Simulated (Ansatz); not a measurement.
# CH4F2OSi (SMILES C[Si](O)(F)F), step by step

Wanted: a series of 16 runs (HF/STO-3G, UHF/STO-3G, HF/3-21G, UHF/3-21G, HF/6-31G*, B3LYP/6-31G*, PBE/def2-SVP, MP2/6-31G*) of CH4F2OSi. 

The calculation is run with Ansatz 0.2.0.

### 1 The structure to begin with

The species is CH4F2OSi (9 atoms), meant as a singlet with charge 0. As SMILES, `C[Si](O)(F)F`. The coordinates come from a PBE0-D4/def2-TZVP relaxation. This is one conformer, not always the lowest. The run starts from this shape.

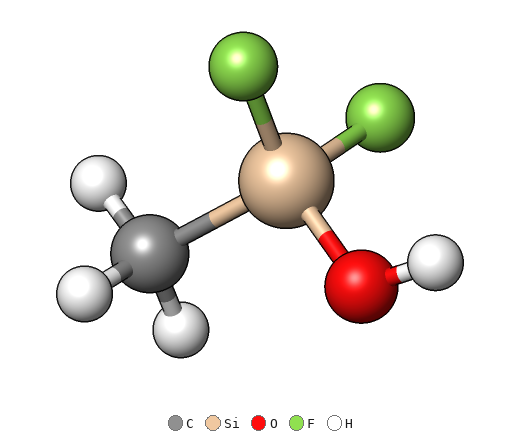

The structure, seen from a chosen angle (carbon grey, silicon light orange, oxygen red, fluorine green, hydrogen white).

### 2 A structure relaxation at HF/STO-3G (run 1)

input.yaml reads:

```yaml
crystal:
  periodic: [false, false, false]
  atoms:
    - {symbol: C, position_ang: [-1.189400, 0.338900, -0.162200]}
    - {symbol: Si, position_ang: [0.580100, -0.130700, -0.192500]}
    - {symbol: O, position_ang: [1.083400, -0.479900, 1.308000]}
    - {symbol: F, position_ang: [0.827400, -1.374000, -1.151900]}
    - {symbol: F, position_ang: [1.471900, 1.032700, -0.807900]}
    - {symbol: H, position_ang: [-1.795500, -0.480100, 0.229600]}
    - {symbol: H, position_ang: [-1.342100, 1.213300, 0.473300]}
    - {symbol: H, position_ang: [-1.540100, 0.577500, -1.168100]}
    - {symbol: H, position_ang: [1.992700, -0.743900, 1.454700]}
basis:
  gaussian:
    orbitals: STO-3G
hamiltonian:
  xc: hf
relax:
  f_tol: 0.002
output: {orbitals: {seedname: orbitals}}
```

Started as:

```bash
$ ansatz run input.yaml --threads 1 --pin off --max-ram 3480MiB --events-out events.jsonl --progress --plain --runs-dir runs
```

What it wrote:

```text
Warning: RAYON_NUM_THREADS=1 ignored (pool sized by the plan → 1); use --threads N
The last accepted step is kept in runs//last_step.txt (removed where the run ends without a failure and the disk answers)
[... 81 lines left out ...]
Total energy: -16200.10437533 eV, -595.3428549683 hartree
[... 9 lines left out ...]
Dipole moment:    -0.052389     0.015100    -0.007424 e Å
```

Wall time 4.5 s (1 thread of AMD EPYC 9R45 (Zen 5), shared host); peak memory 0.15 GiB.

The path in brief:

```tsv
step	energy from the first frame kept (eV)	largest force (eV/Å)
1	0.0000	1.8005
2	-0.0567	1.0619
3	-0.0887	0.5415
4	-0.0746	1.5696
5	-0.0956	0.0788
6	-0.0970	0.0739
7	-0.0971	0.0141
8	-0.0971	0.0077
9	-0.0971	0.0024
10	-0.0971	0.0034
11	-0.0971	0.0001
```

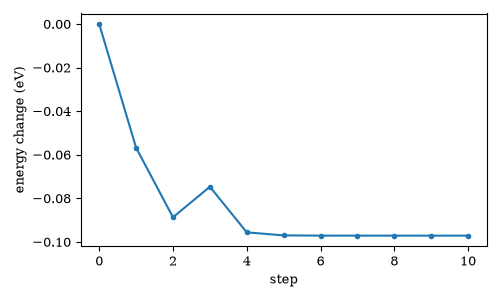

Energy along the run.

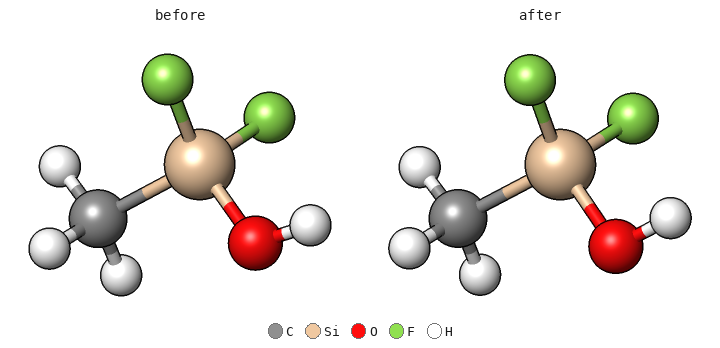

Before and after, at one scale.

After the run. Bond lengths: C1–Si2 1.843 Å, Si2–O3 1.655 Å, Si2–F4 1.600 Å, Si2–F5 1.600 Å, C1–H6 1.082 Å, C1–H7 1.082 Å, C1–H8 1.082 Å, O3–H9 0.983 Å. Some angles: C1–Si2–O3 109.2°, C1–Si2–F4 112.1°, C1–Si2–F5 112.1°, O3–Si2–F4 109.1°, O3–Si2–F5 109.1°, F4–Si2–F5 105.2°, Si2–C1–H6 111.0°, Si2–C1–H7 111.0°, Si2–C1–H8 111.4°, Si2–O3–H9 109.6°.

### 3 Vibrational wavenumbers at HF/STO-3G (run 2)

molecule.yaml reads:

```yaml
crystal:
  periodic: [false, false, false]
  atoms:
    - symbol: C
      position_ang: [-1.201166, 0.342620, -0.166377]
    - symbol: Si
      position_ang: [0.579876, -0.131426, -0.186119]
    - symbol: O
      position_ang: [1.065542, -0.482014, 1.356337]
    - symbol: F
      position_ang: [0.855453, -1.399799, -1.121530]
    - symbol: F
      position_ang: [1.506768, 1.032761, -0.773696]
    - symbol: H
      position_ang: [-1.811386, -0.462220, 0.220335]
    - symbol: H
      position_ang: [-1.363916, 1.208961, 0.460238]
    - symbol: H
      position_ang: [-1.557689, 0.580648, -1.159517]
    - symbol: H
      position_ang: [2.014918, -0.735731, 1.353330]
basis:
  gaussian: {orbitals: STO-3G}
hamiltonian: {xc: hf}
phonons: {temperatures: {t_min: 298.15, t_max: 298.15, t_step: 1}}
```

Started as:

```bash
$ ansatz run molecule.yaml --threads 1 --pin off --max-ram 3480MiB --events-out events.jsonl --progress --plain --runs-dir runs
```

What it wrote:

```text
Warning: RAYON_NUM_THREADS=1 ignored (pool sized by the plan → 1); use --threads N
[... 295 lines left out ...]
Total energy: -16200.10437437 eV, -595.3428549328 hartree
[... 9 lines left out ...]
Dipole moment:    -0.052390     0.015100    -0.007425 e Å
Vibrations: 71.62 198.20 251.22 271.05 351.03 355.76 368.88 747.39 947.63 975.40 988.15 1116.38 1118.23 1273.09 1680.17 1836.06 1836.59 3576.66 3756.62 3757.59 4278.44 cm⁻¹, zero-point energy 1.844647 eV
```

It took 13 s on 1 thread of AMD EPYC 9R45 (Zen 5), shared host; peak memory 0.1 GiB.

Runs 3 to 9 aren't shown in full; the table further down has their settings and results.

### 4 Vibrational wavenumbers at HF/6-31G(d) (Cartesian functions) (run 10)

job.yaml reads:

```yaml
basis:
  gaussian: {orbitals: "6-31G*"}
crystal:
  periodic: [false, false, false]
  atoms:
    - {symbol: C, position_ang: [-1.197664, 0.341438, -0.164680]}
    - {symbol: Si, position_ang: [0.586576, -0.132325, -0.192440]}
    - {symbol: O, position_ang: [1.098851, -0.483497, 1.303845]}
    - {symbol: F, position_ang: [0.837949, -1.372905, -1.146105]}
    - {symbol: F, position_ang: [1.480139, 1.025433, -0.803053]}
    - {symbol: H, position_ang: [-1.804605, -0.469021, 0.225811]}
    - {symbol: H, position_ang: [-1.355044, 1.209946, 0.466691]}
    - {symbol: H, position_ang: [-1.554348, 0.579959, -1.161542]}
    - {symbol: H, position_ang: [1.996546, -0.745228, 1.454473]}
hamiltonian: {xc: hf}
phonons: {temperatures: {t_min: 298.15, t_max: 298.15, t_step: 1}}
```

Started as:

```bash
$ ansatz run job.yaml --threads 1 --pin off --max-ram 3480MiB --events-out events.jsonl --progress --plain --runs-dir runs
```

What it wrote:

```text
Warning: RAYON_NUM_THREADS=1 ignored (pool sized by the plan → 1); use --threads N
[... 293 lines left out ...]
Total energy: -16410.08011349 eV, -603.0593210188 hartree
[... 9 lines left out ...]
Dipole moment:    -0.068534    -0.009150     0.192741 e Å
Vibrations: 126.52 175.37 231.85 255.81 355.30 385.03 385.05 720.90 852.23 870.83 884.95 983.01 1030.98 1047.74 1477.50 1602.09 1602.82 3208.65 3282.85 3283.17 4136.47 cm⁻¹, zero-point energy 1.667534 eV
```

Run time: 32 s. Hardware: 1 thread of AMD EPYC 9R45 (Zen 5), shared host; peak memory 0.18 GiB.

Runs 11 to 15 aren't shown in full; the table further down has their settings and results.

### 5 Vibrational wavenumbers at MP2/6-31G(d) (Cartesian functions) (run 16)

run.yaml reads:

```yaml
basis:
  gaussian: {orbitals: "6-31G*"}
crystal:
  periodic: [false, false, false]
  atoms:
    - {symbol: C, position_ang: [-1.195425, 0.340696, -0.163682]}
    - {symbol: Si, position_ang: [0.583660, -0.130715, -0.198183]}
    - {symbol: O, position_ang: [1.076592, -0.481420, 1.330690]}
    - {symbol: F, position_ang: [0.837862, -1.391996, -1.167044]}
    - {symbol: F, position_ang: [1.490903, 1.046886, -0.818109]}
    - {symbol: H, position_ang: [-1.800637, -0.477813, 0.232130]}
    - {symbol: H, position_ang: [-1.347705, 1.213763, 0.474651]}
    - {symbol: H, position_ang: [-1.557616, 0.581321, -1.165633]}
    - {symbol: H, position_ang: [2.000766, -0.746923, 1.458180]}
correlation: {method: mp2}
phonons: {temperatures: {t_min: 298.15, t_max: 298.15, t_step: 1}}
```

Started as:

```bash
$ ansatz run run.yaml --threads 1 --pin off --max-ram 3480MiB --events-out events.jsonl --progress --plain --runs-dir runs
```

What it wrote:

```text
Warning: RAYON_NUM_THREADS=1 ignored (pool sized by the plan → 1); use --threads N
[... 41 lines left out ...]
9 core orbitals not correlated: weight in the atoms' cores, before any rotation towards them, 1.000 or more for the frozen orbitals, at most 0.000 for the correlated occupied ones
[... 187 lines left out ...]
9 core orbitals not correlated: weight in the atoms' cores, before any rotation towards them, 1.000 or more for the frozen orbitals, at most 0.000 for the correlated occupied ones
[... 187 lines left out ...]
Dipole moment:    -0.061967    -0.009127     0.180258 e Å
[... 1 line left out ...]
Checks for a lower state left out: cluster_reference
```

It took 63 s on 1 thread of AMD EPYC 9R45 (Zen 5), shared host; peak memory 0.19 GiB.

### 6 Overview of the runs

```tsv
run	level	task	walk f tol	partner	energy (Eh)	dipole moment (D)	wall time
1	HF/STO-3G	optimise	0.002	base	-595.342855	0.26	4.5 s
2	HF/STO-3G	frequencies	–	base	-595.342855	0.26	13 s
3	UHF/STO-3G	energy	–	cation	-595.070650	–	0.46 s
4	UHF/STO-3G	optimise	–	cation	-595.114569	–	4.2 s
5	HF/3-21G	optimise	0.002	base	-599.850107	1.69	3.3 s
6	HF/3-21G	frequencies	–	base	-599.850107	1.69	12 s
7	UHF/3-21G	energy	–	cation	-599.430022	–	0.98 s
8	UHF/3-21G	optimise	–	cation	-599.480276	–	6 s
9	HF/6-31G* (Cartesian functions)	optimise	0.002	base	-603.059321	0.98	5.4 s
10	HF/6-31G* (Cartesian functions)	frequencies	–	base	-603.059321	0.98	32 s
11	B3LYP/6-31G* (Cartesian functions)	optimise	0.002	base	-605.103851	0.92	11 s
12	B3LYP/6-31G* (Cartesian functions)	frequencies	–	base	-605.103851	0.92	54 s
13	PBE/def2-SVP	optimise	0.002	base	-604.291453	1.10	8.1 s
14	PBE/def2-SVP	frequencies	–	base	-604.291453	1.10	33 s
15	MP2/6-31G* (Cartesian functions)	optimise	0.002	base	-603.794664	0.92	11 s
16	MP2/6-31G* (Cartesian functions)	frequencies	–	base	-603.794664	0.92	63 s
```

### 7 Summary of results

```
                                                                          quantity          value
                                                  run 16, MP2/6-31G*: total energy  -603.79466 Eh
                            run 16, MP2/6-31G*: dipole moment (correlated density)         0.92 D
                   run 16, MP2/6-31G*: correlation energy (9 core orbitals frozen)     -737.5 mEh
                                      run 16, MP2/6-31G*: largest force on an atom     0.001 eV/Å
                                    run 16, MP2/6-31G*: lowest harmonic wavenumber       133 cm⁻¹
                                   run 16, MP2/6-31G*: highest harmonic wavenumber      3835 cm⁻¹
                                             run 16, MP2/6-31G*: zero-point energy   154.6 kJ/mol
                     vertical ionisation energy (to the doublet cation), HF/STO-3G       7.407 eV
                      vertical ionisation energy (to the doublet cation), HF/3-21G      11.431 eV
adiabatic ionisation energy (to the doublet cation, no zero-point term), HF/STO-3G       6.212 eV
 adiabatic ionisation energy (to the doublet cation, no zero-point term), HF/3-21G      10.064 eV
```

What this shows: At HF/STO-3G: the vertical ionisation energy comes to 7.41 eV (715 kJ/mol). In a minimal basis such a difference can be off by several eV, whatever the method. At HF/3-21G: the vertical ionisation energy comes to 11.43 eV (1103 kJ/mol). At HF/STO-3G: the adiabatic ionisation energy (to the doublet cation, no zero-point term) is 6.21 eV (599 kJ/mol). At HF/3-21G: the adiabatic ionisation energy (to the doublet cation, no zero-point term) is 10.06 eV (232 kcal/mol). Totals of different functionals can't be ranked against each other. In runs 1, 2, 3, 4 the basis is minimal, so the values are rough. All runs together took 4.4 min, the longest 63 s.
